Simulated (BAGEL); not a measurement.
**HF/6-31G(d) (density fitting with qzvpp-jkfit, spherical functions) run of Si2H4F2 (SMILES F[SiH](F)[SiH3])**

Aim: the vertical singlet–triplet gap of Si2H4F2 at HF/6-31G* (density fitting with qzvpp-jkfit, spherical functions), from 2 runs. 

Program for the calculation: BAGEL 1.2.2.

1 further run of the same task is left out (it didn't finish). Runs told in other sessions of the task aren't counted.

### Step 1. The molecule

The species is Si2H4F2 (8 atoms), meant as a singlet with charge 0. SMILES: `F[SiH](F)[SiH3]`. The shape is that of a PBE0-D4/def2-TZVP optimisation.

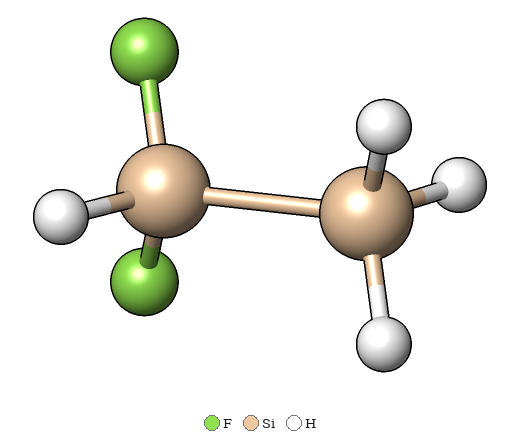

Viewed from a chosen angle; fluorine green, silicon light orange, hydrogen white.

### Step 2. A single-point energy at HF/6-31G(d) (density fitting with qzvpp-jkfit, spherical functions)

File calc.json:

```json
{ "bagel" : [

{
  "title" : "molecule",
  "basis" : "6-31gs.json",
  "df_basis" : "qzvpp-jkfit",
  "angstrom" : true,
  "geometry" : [
    { "atom" : "F", "xyz" : [       0.971900,      -1.046400,       1.729500 ] },
    { "atom" : "Si", "xyz" : [       1.061800,      -0.320500,       0.314000 ] },
    { "atom" : "F", "xyz" : [       1.618700,      -1.392500,      -0.725000 ] },
    { "atom" : "Si", "xyz" : [      -1.075200,       0.372800,      -0.346900 ] },
    { "atom" : "H", "xyz" : [       2.081000,       0.748800,       0.431800 ] },
    { "atom" : "H", "xyz" : [      -1.595200,       1.352300,       0.642900 ] },
    { "atom" : "H", "xyz" : [      -0.983200,       1.025300,      -1.679300 ] },
    { "atom" : "H", "xyz" : [      -1.987700,      -0.796800,      -0.422700 ] }
  ]
},

{
  "title" : "hf"
},

{
  "title" : "print",
  "file" : "orbitals.molden",
  "orbitals" : true
}

]}
```

The basis set 6-31G* is read from a file made from the Basis Set Exchange's data (not shown).

Launch:

```sh
$ BAGEL_NUM_THREADS=1 BAGEL calc.json > calc.out
```

The program printed:

```text
* using 1 threads per process

  ===============================================================
  ===============================================================

  *** Geometry ***

  { "atom" : "F", "xyz" : [      1.836625,     -1.977409,      3.268281 ] },
  { "atom" : "Si", "xyz" : [      2.006511,     -0.605657,      0.593374 ] },
  { "atom" : "F", "xyz" : [      3.058900,     -2.631444,     -1.370051 ] },
  { "atom" : "Si", "xyz" : [     -2.031834,      0.704490,     -0.655546 ] },
  { "atom" : "H", "xyz" : [      3.932520,      1.415027,      0.815984 ] },
  { "atom" : "H", "xyz" : [     -3.014491,      2.555477,      1.214905 ] },
  { "atom" : "H", "xyz" : [     -1.857979,      1.937536,     -3.173417 ] },
  { "atom" : "H", "xyz" : [     -3.756209,     -1.505734,     -0.798787 ] },

  Number of auxiliary basis functions:      482

  Since a DF basis is specified, we compute 2- and 3-index integrals:
    o Being stored without compression. Storage requirement is 0.020 GB

  Number of basis functions:       72
  Number of electrons      :       50

    * METHOD: MOLECULE                             0.19

  *** RHF ***

  === Nuclear Repulsion ===
   227.3162932621

      * DIIS with orbital gradients will be used.

  === RHF iteration (6-31gs.json) ===
      0       -778.92576718          0.02283801           0.05
      1       -779.07329568          0.01453770           0.04
      2       -779.15145509          0.00129543           0.05
      3       -779.15271572          0.00016071           0.05
      4       -779.15273991          0.00003642           0.04
      5       -779.15274140          0.00000715           0.05
      6       -779.15274146          0.00000182           0.05
      7       -779.15274147          0.00000045           0.04
      8       -779.15274147          0.00000012           0.04
      9       -779.15274147          0.00000004           0.04
     10       -779.15274147          0.00000001           0.05
     11       -779.15274147          0.00000000           0.05
    * SCF iteration converged.

    * Permanent dipole moment:
           (    0.295150,    -0.647922,     0.169041) a.u.

    * METHOD: HF                                   0.66

    * METHOD: PRINT                                0.01

  ===============================================================
```

Wall time 1 s (1 thread of Arm Neoverse V2, shared host).

### Step 3. The triplet, same level

Changes to calc.json since step 2:

```diff
@@ -19,11 +19,5 @@
 
-{
-  "title" : "hf"
-},
+{ "title" : "uhf", "nopen" : 2 },
 
-{
-  "title" : "print",
-  "file" : "orbitals.molden",
-  "orbitals" : true
-}
+{ "title" : "print", "file" : "orbitals.molden", "orbitals" : true }
```

The basis set 6-31G* is read from a file made from the Basis Set Exchange's data (not shown).

Launch:

```sh
$ BAGEL_NUM_THREADS=1 BAGEL calc.json > calc.out
```

The program printed:

```text
* using 1 threads per process

  ===============================================================
  ===============================================================

  *** Geometry ***

  { "atom" : "F", "xyz" : [      1.836625,     -1.977409,      3.268281 ] },
  { "atom" : "Si", "xyz" : [      2.006511,     -0.605657,      0.593374 ] },
  { "atom" : "F", "xyz" : [      3.058900,     -2.631444,     -1.370051 ] },
  { "atom" : "Si", "xyz" : [     -2.031834,      0.704490,     -0.655546 ] },
  { "atom" : "H", "xyz" : [      3.932520,      1.415027,      0.815984 ] },
  { "atom" : "H", "xyz" : [     -3.014491,      2.555477,      1.214905 ] },
  { "atom" : "H", "xyz" : [     -1.857979,      1.937536,     -3.173417 ] },
  { "atom" : "H", "xyz" : [     -3.756209,     -1.505734,     -0.798787 ] },

  Number of auxiliary basis functions:      482

  Since a DF basis is specified, we compute 2- and 3-index integrals:
    o Being stored without compression. Storage requirement is 0.020 GB

  Number of basis functions:       72
  Number of electrons      :       50

    * METHOD: MOLECULE                             0.19

  *** Open-shell HF ***

  === Nuclear Repulsion ===
   227.3162932621

      * DIIS with orbital gradients will be used.

  === UHF iteration (6-31gs.json) ===
      0       -778.63212072          0.04633986           0.10
      1       -778.79455235          0.03171971           0.10
      2       -778.85618568          0.01996087           0.09
      3       -778.89593175          0.00159226           0.10
      4       -778.89744858          0.00070743           0.09
      5       -778.89787364          0.00035140           0.10
      6       -778.89804912          0.00012375           0.10
      7       -778.89808184          0.00005478           0.10
      8       -778.89809037          0.00001454           0.10
      9       -778.89809083          0.00000715           0.10
     10       -778.89809089          0.00000399           0.10
     11       -778.89809092          0.00000127           0.10
     12       -778.89809092          0.00000038           0.10
     13       -778.89809092          0.00000020           0.10
     14       -778.89809092          0.00000012           0.09
     15       -778.89809092          0.00000008           0.09
     16       -778.89809092          0.00000004           0.09
     17       -778.89809092          0.00000003           0.09
     18       -778.89809092          0.00000002           0.09
     19       -778.89809092          0.00000002           0.09
     20       -778.89809092          0.00000002           0.10
     21       -778.89809092          0.00000002           0.10
     22       -778.89809092          0.00000002           0.10
     23       -778.89809092          0.00000002           0.09
     24       -778.89809092          0.00000001           0.10
     25       -778.89809092          0.00000001           0.10
     26       -778.89809092          0.00000001           0.09
     27       -778.89809092          0.00000001           0.09
     28       -778.89809092          0.00000001           0.09
    * SCF iteration converged.

    * S^2 (UHF) is 2.0076

    * Permanent dipole moment:
           (    0.524057,    -0.791738,     0.249517) a.u.

    * METHOD: UHF                                  2.89

    * METHOD: PRINT                                0.01

  ===============================================================
```

It took 3.3 s on 1 thread of Arm Neoverse V2, shared host.

### Step 4. What came out

Level: HF/6-31G* (density fitting with qzvpp-jkfit, spherical functions).

```
                                        quantity          value
                           singlet: total energy  -779.15274 Eh
                          singlet: dipole moment         1.86 D
                            singlet: HOMO energy      -11.52 eV
                            singlet: LUMO energy        3.25 eV
                          singlet: HOMO–LUMO gap       14.77 eV
                           triplet: total energy  -778.89809 Eh
                          triplet: dipole moment         2.50 D
                                   triplet: ⟨S²⟩          2.008
vertical energy of the triplet above the singlet       6.929 eV
```

At this shape the triplet lies 6.93 eV (669 kJ/mol) above the singlet.
